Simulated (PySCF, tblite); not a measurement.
# C5H6F2O: a rotation path, then NMR shifts on frames, part 2 of 2

tblite 0.8.0 and PySCF 2.14.0. Atoms count from 0. Earlier steps stand in the parts before.

## Step 5: NMR shieldings: image 4, PBE0/pcSseg-1

What the job is given:

```
{"job": {"kind": "nmr", "xc": "PBE0", "basis": "pcSseg-1", "pop": false}, "charge": 0, "multiplicity": 1}
C      2.498900    -0.860700    -0.144700
C      1.574800     0.042100    -0.189100
C      0.662800     0.966200    -0.198900
C     -0.490400     1.003400     0.764100
O     -1.736300     0.717300     0.112000
C     -1.889800    -0.538500    -0.336100
F     -2.926900    -1.144500     0.293700
F     -2.220100    -0.548200    -1.646800
H      2.420900    -1.785600    -0.692100
H      3.398500    -0.717500     0.430900
H      0.668300     1.736000    -0.957300
H     -0.331100     0.300500     1.589500
H     -0.633300     2.008100     1.165600
H     -0.996900    -1.179000    -0.213000
```

Method: GIAO PBE0/pcSseg-1 NMR shielding, non-relativistic, gas phase.

The program printed:

```text
coarse grid: 12408 points
cycle   1  E = -468.2371461447  dE =  1.251e+00  |g| = 8.585e-01  |ddm| = 3.453e+00
cycle   2  E = -468.1408931558  dE =  9.625e-02  |g| = 1.190e+00  |ddm| = 1.043e+00
cycle   3  E = -468.3634551626  dE = -2.226e-01  |g| = 6.405e-02  |ddm| = 5.957e-01
cycle   4  E = -468.3641282573  dE = -6.731e-04  |g| = 3.392e-02  |ddm| = 8.646e-02
cycle   5  E = -468.3643915773  dE = -2.633e-04  |g| = 1.188e-02  |ddm| = 3.609e-02
cycle   6  E = -468.3644217727  dE = -3.020e-05  |g| = 2.969e-03  |ddm| = 9.493e-03
cycle   7  E = -468.3644238062  dE = -2.033e-06  |g| = 4.718e-04  |ddm| = 2.167e-03
final grid: 122688 points
cycle   8  E = -468.4367096598  dE = -3.825e-05  |g| = 1.058e-02  |ddm| = 3.027e-02
cycle   9  E = -468.4366932194  dE =  1.644e-05  |g| = 1.461e-02  |ddm| = 1.437e-02
cycle  10  E = -468.4367305020  dE = -3.728e-05  |g| = 1.293e-03  |ddm| = 8.546e-03
cycle  11  E = -468.4367308450  dE = -3.430e-07  |g| = 2.806e-04  |ddm| = 1.026e-03
cycle  12  E = -468.4367308559  dE = -1.089e-08  |g| = 1.290e-04  |ddm| = 2.337e-04
cycle  13  E = -468.4367308589  dE = -3.008e-09  |g| = 2.323e-05  |ddm| = 1.008e-04
cycle  14  E = -468.4367308590  dE = -1.131e-10  |g| = 1.078e-05  |ddm| = 2.855e-05
converged SCF energy = -468.4367308590

GIAO shielding tensors (ppm)
atom      isotropic    diamagn.    paramagn.     s11        s22        s33       span
  0 C      107.314     260.860    -153.546     18.772    131.507    171.663    152.890
  1 C      -36.926     264.610    -301.536    -66.350    -53.525      9.097     75.447
  2 C       94.772     259.438    -164.666     10.615    112.472    161.229    150.614
  3 C      113.954     247.590    -133.636     85.707    100.558    155.598     69.891
  4 O      221.035     397.142    -176.107    163.195    235.861    264.049    100.853
  5 C       60.956     246.385    -185.428     39.693     70.410     72.766     33.073
  6 F      271.549     469.815    -198.266    174.512    291.427    348.707    174.195
  7 F      266.886     472.076    -205.190    169.459    285.903    345.296    175.837
  8 H       26.606      31.099      -4.493     24.599     25.260     29.960      5.361
  9 H       26.590      28.025      -1.435     24.634     25.086     30.048      5.414
 10 H       26.056      30.626      -4.570     23.548     26.802     27.818      4.270
 11 H       27.381      31.286      -3.905     22.847     27.370     31.927      9.080
 12 H       27.001      29.381      -2.380     22.514     26.815     31.674      9.160
 13 H       25.399      31.398      -5.998     22.328     25.082     28.788      6.461
```

Run time: 16 s. Hardware: 1 thread of Arm Neoverse V1, shared host; peak memory 0.76 GiB.

This run: δ C1 223.9, C5 126.0, C2 92.2, C0 79.6, H13 6.32, H10 5.66 ppm.

## Step 6: Nuclear shieldings: image 6, PBE0/pcSseg-1

What the job is given:

```
{"job": {"kind": "nmr", "xc": "PBE0", "basis": "pcSseg-1", "pop": false}, "charge": 0, "multiplicity": 1}
C      2.495400    -0.840700    -0.195800
C      1.564200     0.055400    -0.222700
C      0.641300     0.968400    -0.217400
C     -0.482100     0.997000     0.780600
O     -1.748600     0.697300     0.181000
C     -1.894000    -0.554100    -0.280800
F     -3.110700    -1.023400     0.063900
F     -1.866600    -0.601000    -1.637600
H      2.407600    -1.768400    -0.737100
H      3.408200    -0.690600     0.357300
H      0.618600     1.734300    -0.979400
H     -0.285300     0.291500     1.597000
H     -0.620300     2.000200     1.187300
H     -1.128200    -1.266200     0.081600
```

With the program's defaults for keys left out, this is: GIAO PBE0/pcSseg-1 NMR shielding, non-relativistic, gas phase.

The program printed:

```text
coarse grid: 12408 points
cycle   1  E = -468.2383455867  dE =  1.254e+00  |g| = 8.586e-01  |ddm| = 3.451e+00
cycle   2  E = -468.1427677575  dE =  9.558e-02  |g| = 1.189e+00  |ddm| = 1.052e+00
cycle   3  E = -468.3647569089  dE = -2.220e-01  |g| = 6.465e-02  |ddm| = 6.014e-01
cycle   4  E = -468.3654539122  dE = -6.970e-04  |g| = 3.358e-02  |ddm| = 8.721e-02
cycle   5  E = -468.3657119021  dE = -2.580e-04  |g| = 1.193e-02  |ddm| = 3.592e-02
cycle   6  E = -468.3657424187  dE = -3.052e-05  |g| = 2.980e-03  |ddm| = 9.599e-03
cycle   7  E = -468.3657444631  dE = -2.044e-06  |g| = 4.464e-04  |ddm| = 2.154e-03
final grid: 122688 points
cycle   8  E = -468.4370441005  dE = -4.012e-05  |g| = 1.032e-02  |ddm| = 3.134e-02
cycle   9  E = -468.4370288745  dE =  1.523e-05  |g| = 1.418e-02  |ddm| = 1.400e-02
cycle  10  E = -468.4370641071  dE = -3.523e-05  |g| = 1.286e-03  |ddm| = 8.339e-03
cycle  11  E = -468.4370644466  dE = -3.395e-07  |g| = 2.766e-04  |ddm| = 1.036e-03
cycle  12  E = -468.4370644571  dE = -1.047e-08  |g| = 1.341e-04  |ddm| = 2.426e-04
cycle  13  E = -468.4370644603  dE = -3.204e-09  |g| = 2.318e-05  |ddm| = 1.009e-04
cycle  14  E = -468.4370644604  dE = -1.112e-10  |g| = 1.082e-05  |ddm| = 2.874e-05
converged SCF energy = -468.4370644604

GIAO shielding tensors (ppm)
atom      isotropic    diamagn.    paramagn.     s11        s22        s33       span
  0 C      107.250     260.895    -153.645     18.642    131.709    171.399    152.757
  1 C      -36.461     264.570    -301.031    -66.031    -52.402      9.049     75.080
  2 C       93.701     259.975    -166.274      8.319    112.105    160.678    152.359
  3 C      113.079     247.664    -134.585     85.811     98.771    154.656     68.845
  4 O      217.388     396.990    -179.603    153.211    237.300    261.651    108.441
  5 C       59.736     244.736    -185.000     39.312     66.728     73.168     33.856
  6 F      270.151     468.550    -198.398    175.701    294.757    339.995    164.294
  7 F      262.410     474.059    -211.649    169.416    270.011    347.801    178.385
  8 H       26.602      31.152      -4.550     24.575     25.287     29.943      5.368
  9 H       26.620      28.063      -1.443     24.656     25.107     30.098      5.442
 10 H       26.019      30.774      -4.756     23.633     26.674     27.749      4.117
 11 H       27.408      31.326      -3.919     22.860     27.517     31.846      8.986
 12 H       26.951      29.428      -2.477     22.556     26.734     31.563      9.006
 13 H       25.476      30.934      -5.457     22.581     25.674     28.174      5.593
```

Wall time 17 s (1 thread of Arm Neoverse V1, shared host); peak memory 0.77 GiB.

In short: δ C1 223.4, C5 127.2, C2 93.2, C0 79.7, H13 6.24, H10 5.70 ppm.

## Step 7: Shielding tensors: image 8, PBE0/pcSseg-1

What the job is given:

```
{"job": {"kind": "nmr", "xc": "PBE0", "basis": "pcSseg-1", "pop": false}, "charge": 0, "multiplicity": 1}
C      2.492200    -0.825900    -0.235800
C      1.552300     0.061000    -0.246100
C      0.612400     0.956600    -0.229400
C     -0.477800     0.991500     0.805400
O     -1.762600     0.683100     0.250700
C     -1.891000    -0.559200    -0.240800
F     -3.182100    -0.923200    -0.176400
F     -1.561100    -0.626600    -1.560200
H      2.384700    -1.767300    -0.749800
H      3.430500    -0.655500     0.266800
H      0.543000     1.697800    -1.013200
H     -0.256800     0.292500     1.622400
H     -0.603700     1.999500     1.204800
H     -1.280700    -1.324700     0.279400
```

With the program's defaults for keys left out, this is: GIAO PBE0/pcSseg-1 NMR shielding, non-relativistic, gas phase.

The program printed:

```text
coarse grid: 12408 points
cycle   1  E = -468.2381699403  dE =  1.256e+00  |g| = 8.579e-01  |ddm| = 3.454e+00
cycle   2  E = -468.1427315914  dE =  9.544e-02  |g| = 1.188e+00  |ddm| = 1.063e+00
cycle   3  E = -468.3644960634  dE = -2.218e-01  |g| = 6.558e-02  |ddm| = 6.083e-01
cycle   4  E = -468.3652217010  dE = -7.256e-04  |g| = 3.330e-02  |ddm| = 8.813e-02
cycle   5  E = -468.3654739426  dE = -2.522e-04  |g| = 1.197e-02  |ddm| = 3.593e-02
cycle   6  E = -468.3655045631  dE = -3.062e-05  |g| = 3.016e-03  |ddm| = 9.744e-03
cycle   7  E = -468.3655066651  dE = -2.102e-06  |g| = 4.380e-04  |ddm| = 2.183e-03
final grid: 122688 points
cycle   8  E = -468.4374180957  dE = -4.073e-05  |g| = 1.039e-02  |ddm| = 3.260e-02
cycle   9  E = -468.4374026874  dE =  1.541e-05  |g| = 1.427e-02  |ddm| = 1.434e-02
cycle  10  E = -468.4374382887  dE = -3.560e-05  |g| = 1.262e-03  |ddm| = 8.514e-03
cycle  11  E = -468.4374386153  dE = -3.265e-07  |g| = 2.806e-04  |ddm| = 1.018e-03
cycle  12  E = -468.4374386261  dE = -1.079e-08  |g| = 1.325e-04  |ddm| = 2.447e-04
cycle  13  E = -468.4374386293  dE = -3.204e-09  |g| = 2.285e-05  |ddm| = 1.025e-04
cycle  14  E = -468.4374386294  dE = -1.070e-10  |g| = 1.061e-05  |ddm| = 2.743e-05
converged SCF energy = -468.4374386294

GIAO shielding tensors (ppm)
atom      isotropic    diamagn.    paramagn.     s11        s22        s33       span
  0 C      107.249     260.982    -153.734     18.583    132.010    171.153    152.570
  1 C      -36.085     264.566    -300.650    -65.531    -51.423      8.700     74.232
  2 C       92.838     260.348    -167.511      6.930    111.393    160.189    153.259
  3 C      113.522     247.710    -134.188     85.612    100.562    154.392     68.780
  4 O      214.195     396.866    -182.671    147.783    237.736    257.066    109.284
  5 C       59.803     242.715    -182.913     40.135     64.886     74.386     34.250
  6 F      270.941     467.955    -197.014    179.998    294.702    338.123    158.125
  7 F      258.120     475.845    -217.725    174.369    255.832    344.159    169.790
  8 H       26.595      31.275      -4.680     24.522     25.335     29.928      5.406
  9 H       26.650      28.054      -1.405     24.656     25.109     30.183      5.527
 10 H       26.023      30.941      -4.918     23.735     26.556     27.778      4.043
 11 H       27.411      31.315      -3.904     22.945     27.442     31.846      8.901
 12 H       26.918      29.436      -2.518     22.556     26.644     31.555      8.999
 13 H       25.493      30.287      -4.793     22.629     25.573     28.277      5.647
```

It took 17 s on 1 thread of Arm Neoverse V1, shared host; peak memory 0.76 GiB.

Key values: δ C1 223.0, C5 127.1, C2 94.1, C0 79.7, H13 6.22, H10 5.69 ppm.

## Step 8: Comparing the runs: NMR shifts

Shifts (ppm) of some atoms, chosen among heavy atoms and hydrogens apart, with basis size and wall time:

```tsv
frame	C5	C2	H13	H10	O4	F6	F7	functions	time
image 0	123.5	89.5	6.49	5.49	114.2	-104.2	-109.4	166	23 s
image 2	124.4	90.6	6.41	5.57	113.9	-102.8	-103.0	166	16 s
image 4	126.0	92.2	6.32	5.66	115.0	-100.6	-95.9	166	16 s
image 6	127.2	93.2	6.24	5.70	118.7	-99.2	-91.5	166	17 s
image 8	127.1	94.1	6.22	5.69	121.9	-100.0	-87.2	166	17 s
```

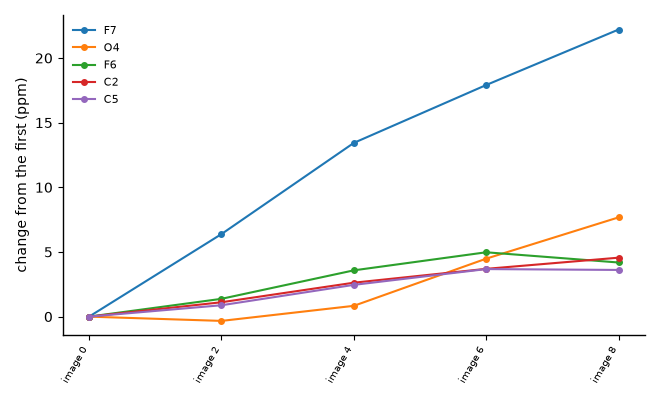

How five of the tabulated atoms move from run to run.

## Step 9: What came out

The summary covers parts 1 to 2.

| quantity | value |
| --- | --- |
| barrier | 0.018 eV (0.4 kcal/mol) at image 4 |
| end to end (GFN2-xTB) | 0.003 eV |
| 13C shifts against TMS (PBE0/pcSseg-1, image 0) | 224.3, 123.5, 89.5, 79.5, 70.3 ppm |
| 1H shifts against TMS (PBE0/pcSseg-1, image 0) | 6.49, 5.49, 5.14, 5.11, 4.67, 4.45 ppm |
| 17O shifts against H2O (PBE0/pcSseg-1, image 0) | 114.2 ppm |
| 19F shifts against CFCl3 (PBE0/pcSseg-1, image 0) | -104.2, -109.4 ppm |
| surface potential, 1st and 99th percentile | -1.11 V and 1.21 V |
| range of the shift of F7 | -109.4 to -87.2 ppm |

**Reading.** Along the band the dihedral turns by 71°, and the top (dihedral 117°) lies 0.4 kcal/mol above the start (GFN2-xTB, rough), so at room temperature this motion is fast. The top was not checked by a frequency run. Shifts at one fixed geometry are not the observed spectrum, which averages over the motion. At PBE0/pcSseg-1, counted by nearest atom on the grid, the HOMO lies on C1 28 %; C0, C2 about 19 % each, the LUMO on C1 35 %; C2 25 %. In ppm, F7 moves most: its shift spreads over 22.2 ppm, from -109.4 (image 0) to -87.2 (image 8).
